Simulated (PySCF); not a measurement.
# CrF₃: relaxation and vibrations of the quartet

The task is one start of a wider search on CrF₃: the quartet, from a PBE minimum start. It is relaxed, tested by its Hessian and followed downhill if it is a saddle.

Method: PBE, basis Cr def2-SVP, F def2-SVP, no relativity, density fitting; program: PySCF 2.14.0.

## (1) The system as given

4 atoms, charge 0, spin multiplicity 4.

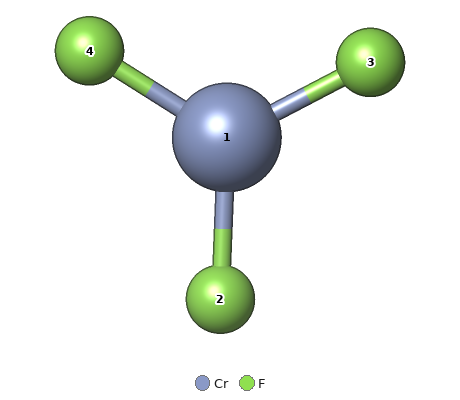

Start geometry, drawn with chromium light blue, fluorine green; atoms are numbered from 1 in the order of the file.

Z-matrix (Å, degrees; charge 0 multiplicity 4):
```
Cr
F  1 1.7180
F  1 1.7180 2 120.00
F  1 1.7180 2 120.00 3 180.00
```

## (2) Finding the electronic state

The steps below are one call of a driver around PySCF. For each, scf.py gives the equivalent set-up of the SCF; relaxations use the driver's own optimiser. After this first run the driver tries any further starts and a stability analysis.

scf.py reads:

```python
from pyscf import gto, scf, dft
mol = gto.M(atom='''
Cr     0.000000     0.000000    -0.000000
F      0.002165    -0.000000     1.718036
F      1.486781    -0.000000    -0.860893
F     -1.488946     0.000000    -0.857143''',
    basis={'Cr': 'def2-SVP', 'F': 'def2-SVP'},
    charge=0, spin=3)
mf = dft.UKS(mol, xc='PBE')
mf.grids.atom_grid = (50, 194)
aux = {'Cr': 'def2-universal-JKFIT', 'F': 'def2-universal-JKFIT'}
mf = mf.density_fit(auxbasis=aux)
mf.conv_tol = 1e-08
mf.diis_space = 10
mf.max_cycle = 60
mf.init_guess = 'minao'
mf.verbose = 4
mf.kernel()
```

Run with:

```console
OMP_NUM_THREADS=2 python axn.py task.json out
```

Standard output:

```text
init E= -1343.08623005894
[... the frontier-level lines of each cycle are left out ...]
cycle= 1 E= -1343.15305076477  delta_E= -0.0668  |g|= 0.484  |ddm|=  2.1
cycle= 2 E= -1343.10302467777  delta_E= 0.05  |g|= 0.637  |ddm|=  0.9
cycle= 3 E= -1343.24546136771  delta_E= -0.142  |g|= 0.0763  |ddm|= 0.494
cycle= 4 E= -1343.24360142871  delta_E= 0.00186  |g|= 0.101  |ddm|= 0.105
cycle= 5 E= -1343.2479031601  delta_E= -0.0043  |g|= 0.00239  |ddm|= 0.0605
cycle= 6 E= -1343.24791336684  delta_E= -1.02e-05  |g|= 0.00116  |ddm|= 0.00655
cycle= 7 E= -1343.24791203408  delta_E= 1.33e-06  |g|= 0.00242  |ddm|= 0.00263
cycle= 8 E= -1343.24791430467  delta_E= -2.27e-06  |g|= 0.000209  |ddm|= 0.00182
cycle= 9 E= -1343.24791432066  delta_E= -1.6e-08  |g|= 4.42e-05  |ddm|= 0.000141
cycle= 10 E= -1343.24791432154  delta_E= -8.78e-10  |g|= 6.56e-06  |ddm|= 3.24e-05
Extra cycle  E= -1343.24791432122  delta_E= 3.26e-10  |g|= 2.92e-05  |ddm|= 2.05e-05
converged SCF energy = -1343.24791432122  <S^2> = 3.7728564  2S+1 = 4.0114119
```

This step, with its further starts and checks, needed 20 s of wall time on 2 threads of Arm Neoverse N1, shared host.

The starts that the driver tried:

| start | energy (Eh) |
| --- | --- |
| the minimal-basis guess | -1343.247914 |
| a thermally smeared density | -1343.247914 |
| a smeared PBE density | -1343.247914 |

The test of internal stability and the other starts found no lower solution of this spin.

## (3) Relaxing the quartet from the PBE minimum start

The program finds D3h symmetry in the start, which this walk keeps. Threshold on the gradient: 0.0003 Eh/bohr, with a further test on the energy change.

Edit scf.py of step 2 so:

```diff
@@ -3,3 +3,3 @@
-Cr     0.000000     0.000000    -0.000000
-F      0.002165    -0.000000     1.718036
-F      1.486781    -0.000000    -0.860893
+Cr    -0.000000     0.000000    -0.000000
+F      0.002165     0.000000     1.718036
+F      1.486781     0.000000    -0.860893
@@ -16 +15,0 @@
-mf.init_guess = 'minao'
```

Energy and gradient, step by step:

| step | energy (Eh) | change (kJ/mol) | largest symmetric gradient (Eh/bohr) |
| --- | --- | --- | --- |
| 0 | -1343.247914 | 0.00 | 0.00014 |

The walk took 2.2 s.

End point (D3h, 0 steps, 0.0 kJ/mol gained): Cr–F 1.718 Å (×3); F–Cr–F 120.0° (×3).

## (4) Frequencies

The point is checked on the finer grid, and tightened if its gradient asks for it. The Hessian and the dipole derivatives come from central differences of analytic gradients, with steps of 0.02 bohr.

Edit scf.py of step 3 so:

```diff
@@ -3,4 +3,4 @@
-Cr    -0.000000     0.000000    -0.000000
-F      0.002165     0.000000     1.718036
-F      1.486781     0.000000    -0.860893
-F     -1.488946     0.000000    -0.857143''',
+Cr     0.000000     0.000000     0.000000
+F      0.002165     0.000000     1.718200
+F      1.486922     0.000000    -0.860975
+F     -1.489087     0.000000    -0.857225''',
@@ -10 +10 @@
-mf.grids.atom_grid = (50, 194)
+mf.grids.atom_grid = (75, 302)
@@ -13 +13 @@
-mf.conv_tol = 1e-08
+mf.conv_tol = 1e-10
```

This SCF starts from the last density.

Log of the central SCF (cycles and frontier levels):

```text
init E= -1343.24747340788
[... the frontier-level lines of each cycle are left out ...]
cycle= 1 E= -1343.24747340732  delta_E= 5.63e-10  |g|= 4.02e-05  |ddm|= 3.68e-05
cycle= 2 E= -1343.24747340088  delta_E= 6.44e-09  |g|= 0.000135  |ddm|= 0.000124
cycle= 3 E= -1343.24747340793  delta_E= -7.05e-09  |g|= 3.04e-06  |ddm|= 9.52e-05
cycle= 4 E= -1343.24747340794  delta_E= -1.14e-11  |g|= 5.7e-08  |ddm|= 1.76e-06
Extra cycle  E= -1343.24747340794  delta_E= 6.82e-12  |g|= 2.01e-07  |ddm|= 1.78e-07
converged SCF energy = -1343.24747340794  <S^2> = 3.772865  2S+1 = 4.0114162
```

The whole step took 34 s.

Geometry: D3h; Cr–F 1.718 Å (×3); F–Cr–F 120.0° (×3).

Harmonic modes (main isotopes):

| symmetry | ω (cm⁻¹) | IR (km/mol) | μ (u) | type |
| --- | --- | --- | --- | --- |
| a2'' | 103 | 28.9 | 28.43 | bend |
| e' | 171 | 16.1 | 21.02 | bend |
| a1' | 668 | 0.0 | 19.00 | stretch |
| e' | 783 | 314 | 24.85 | stretch |

No imaginary mode, so this is a minimum.

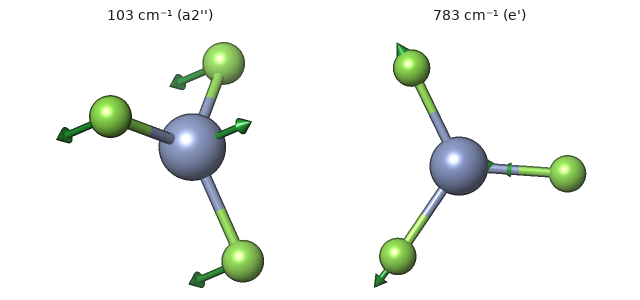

Displacements of 2 of the modes, as arrows (one member where a mode is degenerate).

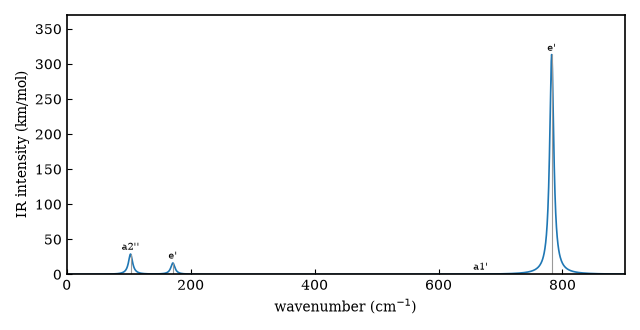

The harmonic infrared spectrum (widths in cm⁻¹). Lines are broadened to a width of 8 cm⁻¹ (Lorentzian).

Constants and moments:

```
Dipole moment                                                   : 0.00 D
Highest occupied level                                          : -6.19 eV
Lowest empty level                                              : -4.53 eV
Rotational constants                                            : 0.2004, 0.2004, 0.1002 cm⁻¹
Zero-point energy                                               : 16.0 kJ/mol
Principal polarisabilities                                      : 17.2, 27.7, 27.7 bohr³
Atomisation energy without zero-point energy                    : 1530 kJ/mol
Principal traceless quadrupole moments about the centre of mass : -2.96, -2.96, 5.93 D Å
Entropy at 298.15 K and 1 bar (electronic part: spin only)      : 308.5 J/(mol K)
Heat capacity Cp at 298.15 K                                    : 66.5 J/(mol K)
Enthalpy at 298.15 K above 0 K                                  : 15.79 kJ/mol
Rotational symmetry number                                      : 6
Spin squared ⟨S²⟩                                               : 3.773
```

Populations by atom (charges in e):

| atom | Mulliken | Löwdin | polar tensor | spin (Mulliken) | Mayer order to Cr1 |
| --- | --- | --- | --- | --- | --- |
| Cr1 | 1.02 | 0.39 | 1.64 | 3.00 | – |
| F2,3,4 | -0.34 | -0.13 | -0.55 | 0.00 | 1.05 |

Outer orbital energies (eV). α occupied: -10.66, -10.14, -10.14, -10.09, -9.65, -6.46, -6.19, -6.19; empty: -4.53, -4.53, -0.84, 1.09. β occupied: -11.36, -11.21, -10.16, -10.16, -10.09, -10.09, -9.85, -9.71; empty: -3.80, -3.35, -3.35, -3.12.

Mulliken populations on Cr1: s 6.26, p 12.37, d 4.34, f 0.01.

## (5) What came out

| quantity | value |
| --- | --- |
| minimum | quartet, D3h |
| geometry | Cr–F 1.718 Å (×3); F–Cr–F 120.0° (×3) |
| wavenumbers (cm⁻¹) | 103 (a2''), 171 (e'), 668 (a1'), 783 (e') |
| dipole moment | 0.00 D |
| highest occupied, lowest empty level (either spin) | -6.19, -4.53 eV |
| polar-tensor charge of Cr1 | +1.64 e |
| zero-point energy | 16.0 kJ/mol |
| entropy at 298.15 K | 308.5 J/(mol K) |
| atomisation energy (no zero-point energy) | 1530 kJ/mol |
| ⟨S²⟩ | 3.773 |

**Reading.** The molecule stays D3h, as typed, and the end point is a minimum. In the infrared the band at 783 cm⁻¹ (e', stretch) leads. Cr1 has a polar-tensor charge of +1.6 e (a dipole derivative, not a static charge), yet symmetry cancels the bond dipoles. Most of the spin sits on Cr1 (Mulliken spin 3.00, against 3 for the whole molecule). Other starts or spin states, not run here, may lie lower. Open d and f shells are described by one determinant, and the ground state may have another occupation or spin.

The search up to here took 57 s.
